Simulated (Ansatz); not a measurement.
## Starting-point dependence of the GW gap of KMgF3 (Pm-3m)

One-shot GW is not self-consistent; how far does the start matter for KMgF3 (Pm-3m)?

Calculated with Ansatz 0.2.0; G0W0 on several functionals, plane waves, PAW.

## Step 1: The starting structure

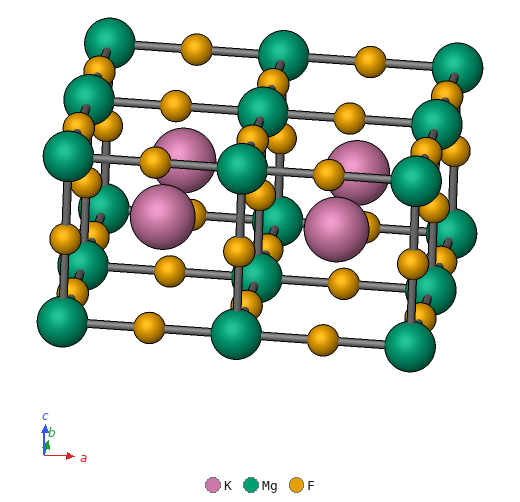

The starting structure, seen slightly off an axis (potassium pink, magnesium teal, fluorine orange). 2×2×1 cells are drawn. Some periodic images of atoms are drawn too.

Coordinates:

```cif
data_structure
_symmetry_space_group_name_H-M 'Pm-3m'
_symmetry_Int_Tables_number 221
_cell_length_a 3.9859
_cell_length_b 3.9859
_cell_length_c 3.9859
_cell_angle_alpha 90.000
_cell_angle_beta 90.000
_cell_angle_gamma 90.000
_cell_volume 63.33
loop_
_atom_site_label
_atom_site_type_symbol
_atom_site_symmetry_multiplicity
_atom_site_Wyckoff_symbol
_atom_site_fract_x
_atom_site_fract_y
_atom_site_fract_z
_atom_site_occupancy
K1 K 1 b 0.50000 0.50000 0.50000 1
Mg1 Mg 1 a 0.00000 0.00000 0.00000 1
F1 F 3 d 0.50000 0.00000 0.00000 1
```

The cell and positions come from the Crystallography Open Database and are kept as given unless a step says otherwise.

## Step 2: G0W0 on PBEsol

Now the one-shot GW correction: screening in the RPA, then the self-energy of the levels asked for. This step takes PAW set soft_1 files.

This step: G0W0 on PBEsol, plane waves, PAW; PAW set soft_1.

input.yaml

```yaml
crystal:
  lattice:
    - [3.9859, 0.0, 0.0]
    - [0.0, 3.9859, 0.0]
    - [0.0, 0.0, 3.9859]
  atoms:
    - { symbol: K, position: [0.5, 0.5, 0.5] }
    - { symbol: Mg, position: [0.0, 0.0, 0.0] }
    - { symbol: F, position: [0.5, 0.0, 0.0] }
    - { symbol: F, position: [0.0, 0.5, 0.0] }
    - { symbol: F, position: [0.0, 0.0, 0.5] }
kpoints:
  mp_grid: { grid: [4, 4, 4] }
hamiltonian:
  xc: pbesol
  pseudopotentials: { kind: paw, azcp: { folder: soft_1 }, xc_functional: pbe }
scf:
  occupations: { method: fixed }
gw:
  n_empty_bands: 189
  ecut_chi: 120
  qp_bands: [v2, c2]
  qp_kpoints: band_edges
  screening: { model: contour_deformation }
```

Command:

```console
$ ansatz run input.yaml --threads 2 --pin off --max-ram 92160MiB --backend cuda --events-out ev --progress --plain --runs-dir out --devices 1 --max-vram 13GiB
```

Numbers of over 12 decimals in the logs are rounded to 6 here.

Log:

```text
GPUs: using 1 of 1 available (devices: 1).
Engine: ansatz 0.2.0, x86_64-unknown-linux-gnu
Pseudopotentials: kind: paw
Pseudopotential: K, paw, valence charge 9, recommended cutoff 420 eV (normal), soft_1/K.paw.azcp
Pseudopotential: Mg, paw, valence charge 10, recommended cutoff 420 eV (normal), soft_1/Mg.paw.azcp
Pseudopotential: F, paw, valence charge 7, recommended cutoff 420 eV (normal), soft_1/F.paw.azcp
Functional definition: PBEsol
  exchange = pbesol_x
  correlation = pbesol_c
device memory: the entry about to start is reckoned to put 0.6 GiB on a device that reports 63.9 GiB free (of which the cap on the GPU budget leaves the run 13.0 GiB)
GPU FFT provider: cuFFT
GPU libraries: cuBLAS 13.8.2, cuFFT 12.4.0, cuSOLVER 12.3.4
Crystal: 5 atoms, lattice volume = 63.326 Å³
Basis set: ecut = 420 eV, 1237 PW (Γ)
Bands: 25, of which v1, the nominal top of the filled ones, is band 20 counted from 1 (19 counted from 0)
Symmetry: 48 space group operations
Space group: Pm-3m (ITA 221), of the structure as read, at distance tolerance 4.0e-5 Å
k-points: 10 of 64
Non-local potential: K, projectors of the file, l = 0: 3, l = 1: 2, l = 2: 2
Non-local potential: Mg, projectors of the file, l = 0: 3, l = 1: 2, l = 2: 1
Non-local potential: F, projectors of the file, l = 0: 2, l = 1: 2, l = 2: 1
PAW form: soft (Blöchl's): semilocal exchange-correlation on the pseudo side does not see the compensation charge
PAW frozen core: K, regenerated for the run's functional, and the local potential with it (the file was generated under x = pbe(κ = 0.804, μ = 0.219515), c = pbe(β = 0.066725))
PAW frozen core: Mg, regenerated for the run's functional, and the local potential with it (the file was generated under x = pbe(κ = 0.804, μ = 0.219515), c = pbe(β = 0.066725))
PAW frozen core: F, regenerated for the run's functional, and the local potential with it (the file was generated under x = pbe(κ = 0.804, μ = 0.219515), c = pbe(β = 0.066725))
PAW one-centre angular grid: K, 110 points (default); XC on 64 Gauss nodes
PAW one-centre angular grid: Mg, 110 points (default); XC on 64 Gauss nodes
PAW one-centre angular grid: F, 110 points (default); XC on 64 Gauss nodes
Initial density: superposition of atomic densities (chi_scale 0.1, normalization cell, long waves kept (reshape's long-wave potential 0.00 eV rms))
Initial wavefunctions: pseudopotential atomic-orbital guess
GPU buffer pool allocated for 19683 grid points (all kernels)
GPU transforms: local potential and band sums: pruned to the plane-wave sphere, on 27×27×27
Functional: x = pbesol(κ = 0.804, μ = 0.123457), c = pbesol(β = 0.046)
SCF iter   1: F=—  HF=-5841.184760 eV  |F-HF|=—  |Δ(HF+E_count)|=         —  Δρ=1.50e-1  dr2=1.12e1  ethr=3.10e-3  ⟨swp⟩=4.0  Hψ=1100  notcnv=0  defer=14
preconditioner: auto → Resta (q_TF=auto, 2.527 Å⁻¹)  ε∞=3.7  [insulator: Δε(μ)=4.563 eV  Ē_g=15.681 eV  n_scr=18 (ndim 8)  ℏωp=25.6 eV  f_vac=0.000  ε∞_Penn≈3.7]
SCF iter   2: F=—  HF=-5837.826882 eV  |F-HF|=—  |Δ(HF+E_count)|=    3.36e0  Δρ=4.95e-2  dr2=1.22e0  ethr=3.10e-3  ⟨swp⟩=3.1  Hψ=593  notcnv=0  defer=22
SCF iter   3: F=—  HF=-5837.575609 eV  |F-HF|=—  |Δ(HF+E_count)|=   2.51e-1  Δρ=2.12e-2  dr2=3.36e-1  ethr=3.04e-3  ⟨swp⟩=3.0  Hψ=532  notcnv=0  defer=16
SCF iter   4: F=—  HF=-5837.496886 eV  |F-HF|=—  |Δ(HF+E_count)|=   7.87e-2  Δρ=5.02e-3  dr2=1.35e-2  ethr=8.41e-4  ⟨swp⟩=3.0  Hψ=455  notcnv=0  defer=26
SCF iter   5: F=—  HF=-5837.499472 eV  |F-HF|=—  |Δ(HF+E_count)|=   2.59e-3  Δρ=1.11e-3  dr2=4.30e-4  ethr=3.38e-5  ⟨swp⟩=2.3  Hψ=458  notcnv=0  defer=27
SCF iter   6: F=—  HF=-5837.499698 eV  |F-HF|=—  |Δ(HF+E_count)|=   2.26e-4  Δρ=2.48e-4  dr2=2.60e-5  ethr=1.08e-6  ⟨swp⟩=2.0  Hψ=559  notcnv=0  defer=25
SCF iter   7: F=—  HF=-5837.499729 eV  |F-HF|=—  |Δ(HF+E_count)|=   3.12e-5  Δρ=3.69e-5  dr2=4.63e-7  ethr=6.50e-8  ⟨swp⟩=2.0  Hψ=455  notcnv=0  defer=24
SCF iter   8: F=-5837.499730 eV  HF=-5837.499730 eV  |F-HF|=2.06e-8  |Δ(HF+E_count)|=   8.08e-7  Δρ=5.40e-6  dr2=1.84e-8  ethr=2.50e-10  ⟨swp⟩=8.9  Hψ=1086  notcnv=0
SCF 1 converged in 8 iterations: F = -5837.499730 eV  dr2 = 1.84e-8
  greatest PAW one-centre occupation: 1.000 electrons in one spin orbital (limit 2), on the Mg atom at site 1 (counted from 0), in its partial waves of l = 0
device memory: the entry about to start is reckoned to put 0.7 GiB on a device that reports 68.0 GiB free (of which the cap on the GPU budget leaves the run 13.0 GiB)
NSCF: frozen V_eff on 10 k-points, pencils in batches of 32, up to order 100
the band table was solved once the SCF had ended and its energy, with any forces and stress, was formed, with the checks that follow a solve (1062 applications of the Hamiltonian). They found nothing against the state; the energy, forces and stress were not computed again (output.eigenvalues in the input reference)
device memory: the entry about to start is reckoned to put 2.1 GiB on a device that reports 68.0 GiB free (of which the cap on the GPU budget leaves the run 13.0 GiB)
NSCF: frozen V_eff on 10 k-points
G₀W₀ screening: q 1/10
[... further progress lines ...]
SCF converged after 8 iterations
Free energy (F): -5837.499730 eV
Harris-Foulkes:  -5837.499730 eV  (|F-HF|=2.06e-8)
Internal energy: -5837.499730 eV  (E = F + TS)
E sigma→0 (E₀):  -5837.499730 eV
Fermi energy:    2.715981 eV
--- Per-component energies (eV) ---
  E_band       = -501.772173
  E_kinetic    = 922.377571
  E_local      = -3836.310252  (includes V_loc(G=0)·N_el)
  E_nonlocal   = 471.206023
  E_hartree    = 1363.451921
  E_xc         = -390.636357
  E_vxc        = -495.981706  (∫ρ·V_xc dr)
  E_paw        = -1646.247019  (= ΣΔE_a)
  E_vpaw       = -289.971462  (= ΣTr[D̂ρ^β])
  E_aug_tail   = 0.001862  (compensation charges beyond the density's cutoff)
  E_ewald      = -2721.637555
  E_core_change = 0.294076  (= ΣΔE_core)
  E_smearing   = -0.000000  (= −TS)
  E_closure    = 0.000000  (closes the sum)
  Σ components = -5837.499730   (vs F -5837.499730, Δ=0.00e0)
--- Band table (eV; the first three rows and the last of 10) ---
  k-point 0: bands = [... 16 lower, 2.0821, 2.3931, 2.3931, 2.3931, 9.8618, 12.6726, 12.6726, 14.8353, ... 1 higher]
  k-point 1: bands = [... 16 lower, 1.9654, 1.9654, 2.2859, 2.2859, 10.8860, 13.1771, 13.2338, 15.1068, ... 1 higher]
  k-point 2: bands = [... 16 lower, 1.8423, 1.8423, 2.1810, 2.1810, 12.6873, 13.0212, 13.7251, 15.4212, ... 1 higher]
  k-point 9: bands = [... 16 lower, 1.5994, 2.7160, 2.7160, 2.7160, 13.0378, 13.0378, 13.0378, 16.5354, ... 1 higher]
--- G₀W₀: contour deformation, 6 samples at zero and on the imaginary axis and 2 off it, 64 q-points, 189 empty bands' worth ---
  eigenvalues of the whole cell's RPA ε∞ on this k-mesh (on a slab, of 1 + 4πα/V) = 2.0419, 2.0419, 2.0419; static W/v taken at q = 0 is 0.489745
  bands read: the sum over 209 bands ends inside a degenerate multiplet in 2 slots, whose members it reads at an even weight; the widest, k=9: bands 208 to 210 (counted from 1) at 2/3 each
  gw.qp_kpoints: band_edges: 10 of 10 stored k-points solved, in 1 pass; an edge of the gap read off the rows below is read off those points alone
    ik  band        ε_KS         Σx   Σc(E_QP)       V_xc       Z   E_QP_lin       E_QP  E_QP is
     0    19      2.3931   -31.7385     5.3889   -23.8639  0.8107    -0.1467    -0.0927  root
     0    20      2.3931   -31.7385     5.3889   -23.8639  0.8107    -0.1467    -0.0927  root
     0    21      9.8618    -7.2725    -3.3386   -12.1640  0.8890    11.4246    11.4147  root
     0    22     12.6726    -4.9750    -3.5119   -10.5647  0.8893    14.7714    14.7504  root
     1    19      2.2859   -31.5472     5.4034   -23.6332  0.8102    -0.2807    -0.2247  root
     1    20      2.2859   -31.5472     5.4034   -23.6332  0.8102    -0.2807    -0.2247  root
     1    21     10.8860    -8.2462    -3.2750   -13.1940  0.8832    12.5710    12.5588  root
     1    22     13.1771    -5.8372    -3.5008   -11.5551  0.8845    15.4193    15.3942  root
     2    19      2.1810   -31.3422     5.4295   -23.3782  0.8095    -0.4119    -0.3536  root
     2    20      2.1810   -31.3422     5.4295   -23.3782  0.8095    -0.4119    -0.3536  root
     2    21     12.6873    -8.1407    -3.2955   -13.3650  0.8769    14.6346    14.6161  root
     2    22     13.0212    -8.7463    -3.5257   -14.2180  0.8766    14.9867    14.9671  root
     3    19      2.1269   -31.2351     5.4011   -23.2933  0.8098    -0.4724    -0.4138  root
     3    20      2.3998   -31.5836     5.4543   -23.6168  0.8093    -0.1694    -0.1127  root
     3    21     11.6896    -8.5452    -3.3141   -13.6361  0.8800    13.4809    13.4663  root
     3    22     13.5689    -6.3437    -3.5532   -12.1975  0.8815    15.8977    15.8695  root
     4    19      2.0548   -31.1308     5.4006   -23.1777  0.8096    -0.5575    -0.4978  root
     4    20      2.4363   -31.4798     5.4830   -23.4737  0.8087    -0.1445    -0.0867  root
     4    21     13.3104    -8.7313    -3.5457   -14.4087  0.8750    15.4664    15.4422  root
     4    22     13.3743    -8.2210    -3.3822   -13.6212  0.8746    15.4138    15.3922  root
     5    19      1.8102   -30.5027     5.3800   -22.5067  0.8089    -0.8713    -0.8058  root
     5    20      2.6950   -31.9243     5.5029   -23.9426  0.8089     0.1618     0.2161  root
     5    21     13.5343    -8.5123    -3.5853   -14.5507  0.8741    16.0203    15.9874  root
     5    22     14.2957    -8.2499    -3.5155   -14.2044  0.8706    16.7698    16.7346  root
[...]
8    19      2.3958   -31.3604     5.4658   -23.3682  0.8088    -0.1887    -0.1307  root
     8    20      2.7054   -31.9589     5.5071   -23.9744  0.8089     0.1738     0.2280  root
     8    21     13.2862    -7.2978    -3.6030   -13.2220  0.8801    15.6353    15.6073  root
     8    22     13.7113    -6.8263    -3.6469   -12.7417  0.8812    16.0069    15.9797  root
     9    19      2.7160   -31.9934     5.5115   -24.0056  0.8089     0.1855     0.2397  root
     9    20      2.7160   -31.9934     5.5115   -24.0056  0.8089     0.1855     0.2397  root
     9    21     13.0378    -6.2214    -3.6278   -12.0510  0.8854    15.2637    15.2396  root
     9    22     13.0378    -6.2214    -3.6278   -12.0510  0.8854    15.2637    15.2396  root
```

Elapsed: 8.7 s, on 1 × NVIDIA H100 80GB HBM3 (shared by 6 runs) with 2 threads of AMD EPYC 7R13 (Zen 3), shared host; peak memory 1.1 GiB.

Reading the cycles: dr2 is the Hartree energy of the density residual (eV), the measure of convergence; HF is the Harris–Foulkes estimate of the energy, which meets the free energy F at convergence.

Numbers from this step:

```
bands summed                                 : 209
RPA ε∞ on this mesh (eigenvalues)            : 2.042, 2.042, 2.042
plane waves in the screening matrix          : 179
q-points in the mesh                         : 64
G0W0 gap on the mesh                         : 11.17 eV
k of the valence top                         : -0.5, -0.5, -0.5
k of the conduction bottom                   : 0, 0, 0
starting gap on the mesh                     : 7.146 eV
Z at the valence top                         : 0.8089
Z at the conduction bottom                   : 0.8890
least direct G0W0 gap on the computed points : 11.51 eV
```

The gap on the mesh goes from 7.15 eV to 11.17 eV, a correction of +4.03 eV. Between the two edge states, bare exchange in place of the xc potential would open the gap by 12.88 eV, and correlation takes back 8.85 eV.

(Part 1 of 2 ends here.)

[Paths, hosts, dates, memory and timing lines, banners, echoed tables and standing remarks are left out of the program output.]

[Logs are printed without paths, hosts, clocks, repeated set-up lines and the standing remarks that a program may print on its own settings, such as how far it seeks lower states.]

[Runs of the session that timed out or met a known fault of the program may be left out.]

[Cells called generated may have been cut or substituted from an entry of the Crystallography Open Database or the Materials Project.]

[Hosts, paths, dates, database ids (printed as entryN), source tags and the programs' standing remarks are cut or masked in the printed files.]
